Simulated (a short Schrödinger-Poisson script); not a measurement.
Stack: gated In0.52Al0.48As/In0.53Ga0.47As modulation-doped gas in a quantum well, at 300 K.

```csv
layer,material,thickness (nm),Nd (cm⁻³),Na (cm⁻³)
1,In0.52Al0.48As,8,-,-
2,In0.52Al0.48As,20,1e18,-
3,In0.52Al0.48As,10,-,-
4,In0.53Ga0.47As,15,-,-
5,In0.52Al0.48As,4000,-,2e14
```

Constants are typed, rounded textbook-type inputs, not results; the design itself was drawn at random and stands for no fabricated device. In0.52Al0.48As: permittivity 12.5, conduction-band edge (eV) 0.52, gap (eV) 1.45, electron mass (mₑ) 0.075, Nv at 300 K (cm⁻³) 1.1e19. In0.53Ga0.47As: permittivity 13.9, conduction-band edge (eV) 0, gap (eV) 0.74, Nv at 300 K (cm⁻³) 7.7e18.

Channel valleys (confinement mass, in-plane density-of-states mass, number): Γ 0.041, 0.041, 1. At the gate the conduction-band edge of layer 1 lies 0.65 eV − eVg above the Fermi level of the channel; the field vanishes at the back. The barrier under the gate holds no holes. Gaps are held at their typed values at every temperature. Mesh 0.08 nm at interfaces.

From a short Schrödinger-Poisson script (our own, NumPy): 1D Poisson equation in equilibrium, electrons quantum, Hartree (BenDaniel-Duke, 40 states a valley, the channel's in-plane mass for all, wave functions free to enter the barrier), parabolic valleys, classical holes, full ionisation, no traps, pinning or gate leakage.

Only gate voltages with over 1e8 electrons/cm² are shown.

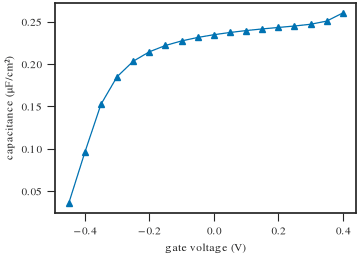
*Quasi-static capacitance against gate voltage*

```csv
Vg (V),electrons (cm⁻²),in the channel layer,C (μF/cm²),Γ E0 (meV),Γ E1 (meV)
0.4,1.13e12,1.10e12,0.260,-54.5,25.6
0.35,1.05e12,1.03e12,0.251,-50.5,29.3
0.3,9.73e11,9.55e11,0.247,-46.4,33.1
0.25,8.96e11,8.81e11,0.245,-42.1,37.1
0.2,8.20e11,8.07e11,0.243,-37.7,41.3
0.15,7.45e11,7.33e11,0.241,-33.0,45.8
0.1,6.70e11,6.60e11,0.239,-28.2,50.6
0.05,5.95e11,5.87e11,0.237,-23.0,55.7
0,5.22e11,5.15e11,0.235,-17.5,61.1
-0.05,4.49e11,4.44e11,0.231,-11.6,67.1
-0.1,3.78e11,3.73e11,0.227,-5.1,73.6
-0.15,3.08e11,3.04e11,0.222,2.1,81.0
-0.2,2.40e11,2.37e11,0.214,10.4,89.5
-0.25,1.75e11,1.73e11,0.203,20.4,99.6
-0.3,1.15e11,1.14e11,0.185,33.0,112.4
-0.35,6.23e10,6.17e10,0.152,50.2,129.9
-0.4,2.40e10,2.37e10,0.0957,75.9,155.8
-0.45,5.67e9,5.61e9,0.0355,113.7,193.7
```

Subbands count from the Fermi level.
